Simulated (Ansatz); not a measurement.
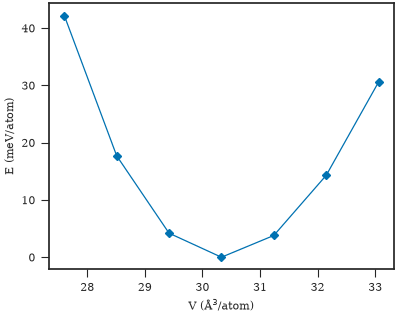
Fig. 1. Sn2GeTe3 in space group P-3m1 (No. 164; Sn on 2d, Ge on 1b, Te on 2d, Te on 1a) under volume change, DFT-r²SCAN in the program Ansatz with PAW potentials, shape and atoms relaxed at each volume.

What does a third-order Birch–Murnaghan fit give for V₀, B₀ and B′?

V₀ = 30.33 Å³/atom, B₀ = 46.5 GPa, B′ = 4.3.

The workflow started from a Materials Project entry (that database holds measured and hypothetical structures alike); the Crystallography Open Database copy checked does not list it. With Sn and Ge taken as one species the cell has the higher symmetry Fm-3m, so it may be an ordered model of a mixed-site phase. Its standing as an ambient phase is unchecked. Symmetry was held in the r²SCAN relaxation. At this level the phase is dynamically unstable (imaginary phonons). Spin–orbit coupling is left out wherever it is not named.

Potentials: the later of the program's two PAW sets.
